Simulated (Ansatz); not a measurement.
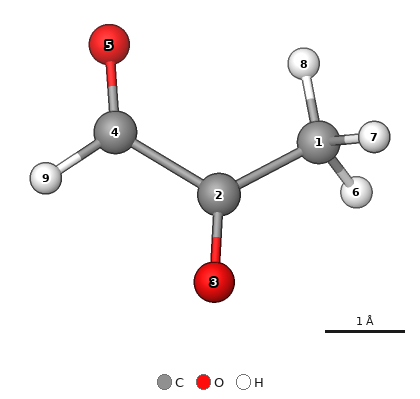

*The structure as given in the input (ball-and-stick view, seen at a tilt; atoms are numbered from 1 in the order of the input).*

Bond lengths as drawn: C–C 1.52 to 1.55 Å, C–H 1.11 to 1.13 Å and C–O 1.22 Å.

**Phonon calculation of C3H4O2**

- system: C3H4O2, SMILES CC(=O)C=O
- method: RKS revPBE/def2-SVP (Ansatz 0.2.0)

It belongs to a series of runs on one base structure; here: vibrations at the highest image of the band. Figures and captions count atoms from 1; the log counts them from 0 in places.

Log:
```
Engine: ansatz 0.2.0, x86_64-unknown-linux-gnu
Functional definition: revPBE
  parameter kappa = 1.245
  parameter beta = 0.06672455060314922
  exchange = pbe_x(kappa = kappa, mu = beta*pi^2/3)
  correlation = pbe_c(beta = beta)
992 factors; their error is unknown
mean field evaluation 1: about -7254.8949 eV, gradient 5.9e1 eV
mean field evaluation 2: about -7238.5949 eV, gradient 1.1e2 eV
mean field evaluation 4: about -7262.1222 eV, gradient 5.2e0 eV
mean field evaluation 8: about -7262.1846 eV, gradient 5.3e-2 eV
mean field evaluation 16: about -7262.1327 eV, gradient 3.8e-5 eV
mean field -7262.13272793 eV, -266.8784553012 hartree, gradient 3.8e-5 eV, S^2 0.000000; 0 other end points of the search recorded, 0 dependent functions left out
the calculation of the forces begins
reference -7262.13276059 eV, -266.8784565012 hartree; 19, 19 occupied and 71, 71 virtual orbitals, 992 factors
these checks for a lower state are left out or cut short: stability, starts, cluster_reference, orbital_swaps, neighbouring_geometries, increment
992 factors; their error is unknown
mean field -7262.13261305 eV, -266.8784510794 hartree, gradient 1.5e-6 eV, S^2 0.000000; 0 other end points of the search recorded, 0 dependent functions left out
[... from here on the field's lines of each further geometry are left out, up to the last ...]
the calculation of the forces begins
reference -7262.13271033 eV, -266.8784546541 hartree; 19, 19 occupied and 71, 71 virtual orbitals, 992 factors
these checks for a lower state are left out or cut short: stability, starts, cluster_reference, orbital_swaps, neighbouring_geometries, increment
992 factors; their error is unknown
mean field -7262.13266336 eV, -266.8784529283 hartree, gradient 2.9e-6 eV, S^2 0.000000; 0 other end points of the search recorded, 0 dependent functions left out
the calculation of the forces begins
reference -7262.13269601 eV, -266.8784541280 hartree; 19, 19 occupied and 71, 71 virtual orbitals, 992 factors
WARN: phonons: modes at or below zero, which the zero-point energy, F, S and C_V leave out: 1, the lowest at -98.97 cm⁻¹. A minimum has none, and a first-order saddle one
Total energy: -7262.13276059 eV, -266.8784565012 hartree
Atom 0 at    -0.070465    -0.995305    -0.643109 Å, force     0.016931    -0.006667     0.009101 eV/Å
Atom 1 at     0.342220    -0.094514     0.505984 Å, force    -0.022040    -0.000020    -0.032385 eV/Å
Atom 2 at     1.025939    -0.445697     1.457598 Å, force     0.012913    -0.000197     0.026154 eV/Å
Atom 3 at    -0.137505     1.383727     0.469757 Å, force     0.004681    -0.002172     0.005772 eV/Å
Atom 4 at    -0.810651     1.863593    -0.421298 Å, force    -0.007994     0.004288    -0.006480 eV/Å
Atom 5 at    -0.621762    -1.869931    -0.240409 Å, force    -0.003502     0.004061    -0.001205 eV/Å
Atom 6 at     0.839994    -1.394804    -1.136155 Å, force    -0.002181     0.003570    -0.001095 eV/Å
Atom 7 at    -0.694243    -0.460579    -1.382052 Å, force    -0.005276     0.001256    -0.002650 eV/Å
Atom 8 at     0.214972     1.967209     1.372385 Å, force     0.006467    -0.004119     0.002788 eV/Å
Dipole moment:    -0.037697    -0.159814    -0.139588 e Å
Vibrations: -98.97 125.72 257.12 461.01 468.21 560.10 758.63 859.76 970.96 1021.12 1172.09 1297.15 1310.74 1391.35 1403.68 1746.37 1768.39 2827.30 2982.32 3064.98 3109.86 cm⁻¹, zero-point energy 1.708308 eV
```

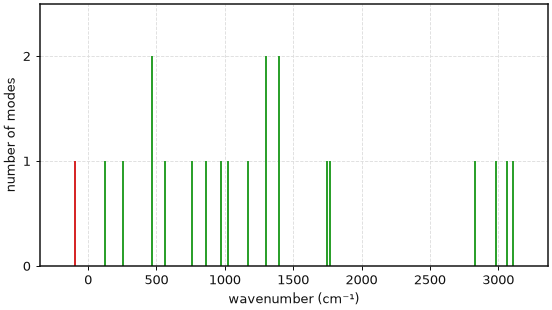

*Harmonic vibrational wavenumbers from the force constants; neighbouring modes closer than 15 cm⁻¹ are counted in one stick, and imaginary ones are drawn at negative wavenumbers.*

21 modes from 99i to 3110 cm⁻¹, 1 imaginary beyond 8i (99i cm⁻¹): not a clean minimum; so soft a mode can be a shallow saddle, an incomplete relaxation or noise of the force constants.

This output came from the following input.

Input:
```yaml
crystal:
  periodic: [false, false, false]
  atoms:
    - { symbol: C, position_ang: [-0.070465, -0.995305, -0.643109] }
    - { symbol: C, position_ang: [0.34222, -0.094514, 0.505984] }
    - { symbol: O, position_ang: [1.025939, -0.445697, 1.457598] }
    - { symbol: C, position_ang: [-0.137505, 1.383727, 0.469757] }
    - { symbol: O, position_ang: [-0.810651, 1.863593, -0.421298] }
    - { symbol: H, position_ang: [-0.621762, -1.869931, -0.240409] }
    - { symbol: H, position_ang: [0.839994, -1.394804, -1.136155] }
    - { symbol: H, position_ang: [-0.694243, -0.460579, -1.382052] }
    - { symbol: H, position_ang: [0.214972, 1.967209, 1.372385] }
basis:
  gaussian: { orbitals: def2-SVP }
hamiltonian:
  xc: revpbe
phonons: {}
```

Launch command:
```bash
ansatz run input.yaml --threads 1 --pin off --max-ram 2048MiB --backend cpu --events-out ev --progress --plain --runs-dir out
```

Key numbers:

```tsv
quantity	value
outcome	converged
total energy	−7262.1328 eV
mean-field energy	−7262.1328 eV
largest force (length of the vector)	0.039 eV/Å
hardware	1 thread of Intel Xeon @ 2.50GHz (Skylake/Cascade Lake), 176 GiB of memory available, shared host
wall time	1.7 min
peak memory	0.14 GiB
```
